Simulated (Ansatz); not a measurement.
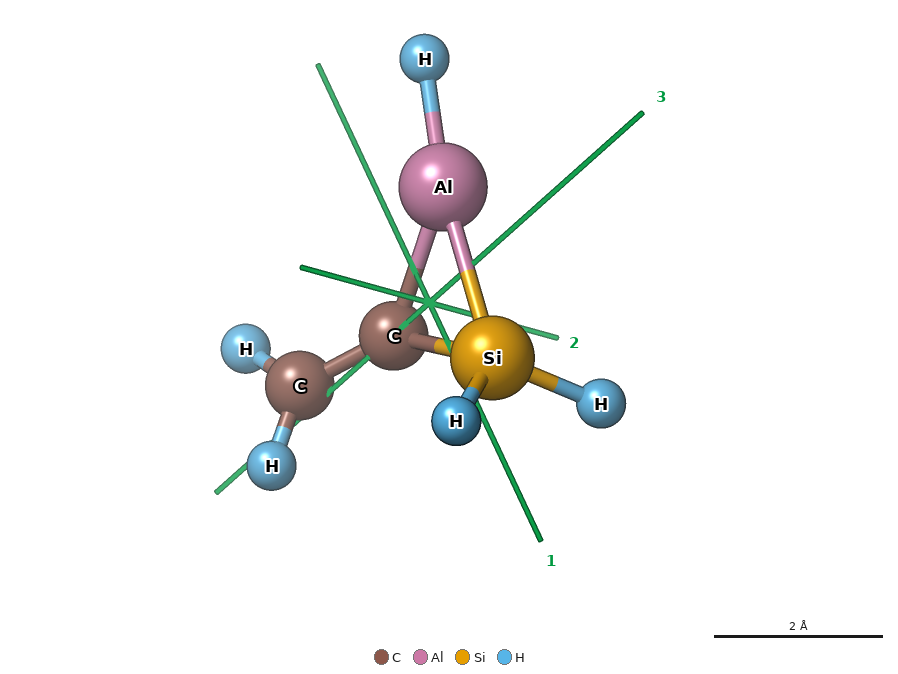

The three principal axes of inertia are drawn and numbered. Atoms fade into the background with distance from the viewer. The geometry was computed by an optimisation with PBE0-D4/def2-TZVP. Masses are those of the most abundant isotopes; constants are for the rigid equilibrium geometry.

Which line is the a axis (least moment of inertia), which b and which c?

Answer. a is line 3, b is line 1, c is line 2; the moments are 96.7, 107, 196 u Å².

Classify the rotor and give the rotational constants (cm⁻¹).

Answer. An asymmetric top (C1): A = 0.174, B = 0.157, C = 0.0858 cm⁻¹. Ray's parameter κ is 0.61, nearer the oblate limit.
